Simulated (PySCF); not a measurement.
**One shape, several levels: InN3H6 (SMILES [NH2][In]([NH2])[NH2])**

Wanted: a comparison of 3 runs (HF/def2-SVP, B3LYP/3-21G, B2PLYP/def2-SVPD) of InN3H6. Input form: a Python script.

Program for the calculation: PySCF 2.14.0.

### 1 The structure to begin with

The species is InN3H6 (10 atoms), meant as a singlet with charge 0. As SMILES, `[NH2][In]([NH2])[NH2]`. The shape comes from GFN2-xTB, which is rough for such elements, and wasn't checked as a minimum.

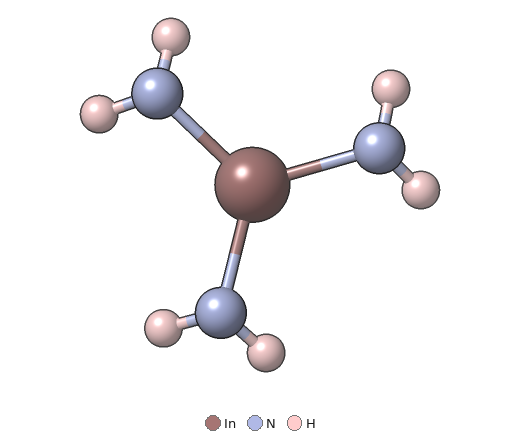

Viewed from a chosen angle; indium brown, nitrogen light blue, hydrogen pink.

### 2 Energy and forces at HF/def2-SVP (core potential) (run 1)

File job.py:

```python
import pyscf.grad
from pyscf import gto

system = gto.Mole()
system.atom = '''
In    -0.009921    -0.003194    -0.103160
N      3.838431     0.000076    -0.547699
H      4.661973    -1.576410     0.170472
H      4.682307     1.504203     0.292605
N     -1.933870     3.337237    -0.475493
H     -3.624665     3.332910     0.431689
H     -0.937512     4.830764     0.202352
N     -1.937234    -3.337653    -0.513722
H     -1.039727    -4.822600     0.304605
H     -3.699781    -3.265314     0.238313
'''
system.verbose = 4
system.ecp = {'In': 'def2-svp'}
system.spin = 0
system.unit = 'bohr'
system.basis = 'def2-svp'
system.max_memory = 1860
system.build()

mf = system.RHF()
mf.conv_tol = 1e-10
mf.kernel()
if not mf.converged:
    mf = mf.newton().run(mf.mo_coeff, mf.mo_occ)

energy = mf.e_tot
print('E = %.10f Eh' % energy)
grad = mf.Gradients().kernel()
dip = mf.dip_moment()
pop, q = mf.mulliken_pop()
```

Command:

```console
$ OMP_NUM_THREADS=1 python job.py
```

What it wrote:

```text
PySCF version 2.14.0

[... 66 lines left out ...]
converged SCF energy = -355.910368556007
[... 12 lines left out ...]
Dipole moment(X, Y, Z, Debye):  0.06849, -0.00880,  4.38418
[... 70 lines left out ...]
pop of  6 H 1s            0.71484
pop of  6 H 2s            0.11154
pop of  6 H 2px           0.01476
pop of  6 H 2py           0.02028
pop of  6 H 2pz           0.01387
pop of  7 N 1s            1.99001
pop of  7 N 2s            0.95717
pop of  7 N 3s            0.56262
pop of  7 N 2px           0.70413
pop of  7 N 2py           0.73163
pop of  7 N 2pz           0.87838
pop of  7 N 3px           0.42735
pop of  7 N 3py           0.52945
pop of  7 N 3pz           0.79363
pop of  7 N 3dxy          0.00216
pop of  7 N 3dyz          0.00319
pop of  7 N 3dz^2         0.00066
pop of  7 N 3dxz          0.00480
pop of  7 N 3dx2-y2       0.00309
pop of  8 H 1s            0.71486
pop of  8 H 2s            0.11170
pop of  8 H 2px           0.01379
pop of  8 H 2py           0.02035
pop of  8 H 2pz           0.01485
pop of  9 H 1s            0.71513
pop of  9 H 2s            0.11137
pop of  9 H 2px           0.02468
pop of  9 H 2py           0.00992
pop of  9 H 2pz           0.01441
 ** Mulliken atomic charges  **
charge of    0In =      1.01860
charge of    1N =     -0.58869
charge of    2H =      0.12443
charge of    3H =      0.12432
charge of    4N =     -0.58866
charge of    5H =      0.12462
charge of    6H =      0.12470
charge of    7N =     -0.58827
charge of    8H =      0.12446
charge of    9H =      0.12450
```

Run time: 16 s. Hardware: 1 thread of Intel Xeon at 2.70GHz, shared host; peak memory 0.21 GiB.

### 3 Energy and forces at B3LYP/3-21G (run 2)

File input.xyz:

```xyz
10
H6InN3
In    -0.005250    -0.001690    -0.054590
N      2.031210     0.000040    -0.289830
H      2.467010    -0.834200     0.090210
H      2.477770     0.795990     0.154840
N     -1.023360     1.765990    -0.251620
H     -1.918090     1.763700     0.228440
H     -0.496110     2.556330     0.107080
N     -1.025140    -1.766210    -0.271850
H     -0.550200    -2.552010     0.161190
H     -1.957840    -1.727930     0.126110
```

File input.py:

```python
# In(NH2)3
from pyscf import gto, dft

mol = gto.M(
    atom='input.xyz',
    spin=0,
    max_memory=1860,
    basis='3-21g',
    verbose=4,
)

calc0 = dft.RKS(mol, xc='b3lyp')
calc0.grids.level = 5
calc0.conv_tol = 1e-10
calc0.kernel()
if not calc0.converged:
    calc0 = calc0.newton().run(calc0.mo_coeff, calc0.mo_occ)

energy = calc0.e_tot
print('E(%s) = %.9f' % ('B3LYP', energy))
grad = calc0.nuc_grad_method().kernel()
calc0.analyze()
```

Command:

```console
$ OMP_NUM_THREADS=1 python input.py
```

What it wrote:

```text
PySCF version 2.14.0

[... 98 lines left out ...]
DFT Exchange-Correlation Energy =     -179.268280702802116
[... 8 lines left out ...]
MO #7   energy= -23.4398962920675  occ= 2
[... 6 lines left out ...]
MO #14  energy= -16.2881138778992  occ= 2
[... 6 lines left out ...]
MO #21  energy= -2.85679115116805  occ= 2
[... 6 lines left out ...]
MO #28  energy= -0.75729920119639  occ= 2
[... 6 lines left out ...]
MO #35  energy= -0.311333285715109 occ= 2
[... 6 lines left out ...]
MO #42  energy= 0.0577972202750531 occ= 0
[... 6 lines left out ...]
MO #49  energy= 0.23142457062974   occ= 0
[... 6 lines left out ...]
MO #56  energy= 1.02192857884241   occ= 0
[... 6 lines left out ...]
MO #63  energy= 1.23475306276361   occ= 0
[... 6 lines left out ...]
MO #70  energy= 2.26725273546208   occ= 0
[... 44 lines left out ...]
pop of  3 H 1s            0.81197
pop of  3 H 2s            0.00931
pop of  4 N 1s            1.99960
pop of  4 N 2s            1.40794
pop of  4 N 3s            0.00272
pop of  4 N 2px           1.21220
pop of  4 N 2py           1.30476
pop of  4 N 2pz           1.64051
pop of  4 N 3px           0.00207
pop of  4 N 3py           0.00196
pop of  4 N 3pz           0.00935
pop of  5 H 1s            0.81177
pop of  5 H 2s            0.00931
pop of  6 H 1s            0.81162
pop of  6 H 2s            0.00931
pop of  7 N 1s            1.99960
pop of  7 N 2s            1.40770
pop of  7 N 3s            0.00273
pop of  7 N 2px           1.20488
pop of  7 N 2py           1.30734
pop of  7 N 2pz           1.64523
pop of  7 N 3px           0.00177
pop of  7 N 3py           0.00216
pop of  7 N 3pz           0.00945
pop of  8 H 1s            0.81175
pop of  8 H 2s            0.00932
pop of  9 H 1s            0.81131
pop of  9 H 2s            0.00936
 ** Mulliken atomic charges  **
charge of    0In =      0.66953
charge of    1N =     -0.58161
charge of    2H =      0.17909
charge of    3H =      0.17873
charge of    4N =     -0.58113
charge of    5H =      0.17892
charge of    6H =      0.17906
charge of    7N =     -0.58087
charge of    8H =      0.17893
charge of    9H =      0.17934
Dipole moment(X, Y, Z, Debye):  0.07281, -0.00818,  4.34336
```

Run time: 29 s. Hardware: 1 thread of Intel Xeon at 2.70GHz, shared host; peak memory 0.69 GiB.

### 4 The energy at B2PLYP/def2-SVPD (core potential) (run 3)

File input.py:

```python
from pyscf import gto, dft, mp

system = gto.M(
    atom='''
In      -0.005250      -0.001690      -0.054590
N        2.031210       0.000040      -0.289830
H        2.467010      -0.834200       0.090210
H        2.477770       0.795990       0.154840
N       -1.023360       1.765990      -0.251620
H       -1.918090       1.763700       0.228440
H       -0.496110       2.556330       0.107080
N       -1.025140      -1.766210      -0.271850
H       -0.550200      -2.552010       0.161190
H       -1.957840      -1.727930       0.126110
''',
    basis='def2-svpd',
    ecp={'In': 'def2-svp'},
    spin=0,
    verbose=4,
    max_memory=1860,
)

myscf = dft.RKS(system)
myscf.xc = '0.53*HF + 0.47*B88, 0.73*LYP'
myscf.grids.level = 5
myscf.conv_tol = 1e-10
myscf.kernel()
if not myscf.converged:
    myscf = myscf.newton().run(myscf.mo_coeff, myscf.mo_occ)

pt = mp.MP2(myscf, frozen=7).run()
etot = myscf.e_tot + 0.27 * pt.e_corr
print('PT2 part  %.8f' % (0.27 * pt.e_corr))
print(f'total energy: {etot:.8f} hartree')
dip = myscf.dip_moment()
pop, q = myscf.mulliken_pop()
```

Command:

```console
$ OMP_NUM_THREADS=1 python input.py
```

What it wrote:

```text
PySCF version 2.14.0

[... 82 lines left out ...]
converged SCF energy = -357.244462166151
[... 9 lines left out ...]
total energy: -357.46877235 hartree
Dipole moment(X, Y, Z, Debye):  0.05581, -0.00729,  3.61707
[... 112 lines left out ...]
pop of  7 N 3px           0.35596
pop of  7 N 3py           0.44436
pop of  7 N 3pz           0.62403
pop of  7 N 3dxy          0.00187
pop of  7 N 3dyz          0.00283
pop of  7 N 3dz^2         0.00085
pop of  7 N 3dxz          0.00419
pop of  7 N 3dx2-y2       0.00287
pop of  7 N 4dxy         -0.00323
pop of  7 N 4dyz          0.00061
pop of  7 N 4dz^2         0.00184
pop of  7 N 4dxz         -0.00200
pop of  7 N 4dx2-y2      -0.01068
pop of  8 H 1s            0.73622
pop of  8 H 2s            0.20396
pop of  8 H 2px           0.01304
pop of  8 H 2py           0.01896
pop of  8 H 2pz           0.01497
pop of  8 H 3px           0.00273
pop of  8 H 3py           0.03761
pop of  8 H 3pz           0.03561
pop of  9 H 1s            0.73657
pop of  9 H 2s            0.20355
pop of  9 H 2px           0.02295
pop of  9 H 2py           0.00948
pop of  9 H 2pz           0.01459
pop of  9 H 3px           0.02892
pop of  9 H 3py           0.01076
pop of  9 H 3pz           0.03603
 ** Mulliken atomic charges  **
charge of    0In =      0.70592
charge of    1N =     -0.11080
charge of    2H =     -0.06246
charge of    3H =     -0.06292
charge of    4N =     -0.11088
charge of    5H =     -0.06377
charge of    6H =     -0.06045
charge of    7N =     -0.10867
charge of    8H =     -0.06312
charge of    9H =     -0.06284
```

Wall time 47 s (1 thread of Intel Xeon at 2.70GHz, shared host); peak memory 0.89 GiB.

### 5 Overview of the runs

```csv
run,level,core potential,integration grid,energy (Eh),dipole moment (D),HOMO energy (eV),LUMO energy (eV),wall time
1,HF/def2-SVP (core potential),def2-svp,–,-355.910369,4.38,-10.07,1.94,16 s
2,B3LYP/3-21G,–,5,-5884.191338,4.34,-5.52,-0.85,29 s
3,B2PLYP/def2-SVPD (core potential),def2-svp,5,-357.468772,3.62,-8.23,-0.46,47 s
```

### 6 Results

| quantity | value |
| --- | --- |
| run 3: total energy | -357.46877 Eh |
| run 3: dipole moment (SCF part) | 3.62 D |
| run 3: HOMO energy (SCF part's orbitals) | -8.23 eV |
| run 3: LUMO energy (SCF part's orbitals) | -0.46 eV |
| run 3: HOMO–LUMO gap (SCF part's orbitals) | 7.77 eV |

What this shows: The dipole moment (its size) runs from 3.62 D (B2PLYP/def2-SVPD) to 4.38 D (HF/def2-SVP). The two ends differ in method and basis. A double hybrid's value is that of its SCF part. The HOMO–LUMO gap runs from 4.67 eV (B3LYP/3-21G) to 12.02 eV (HF/def2-SVP). The two ends differ in method and basis and core potential. Totals of different functionals can't be ranked against each other. Some runs of one species differ in core potentials or relativity; totals across that change don't compare. In run 2 relativity is left out where basis or elements ask for it. All runs together took 93 s, the longest 47 s.
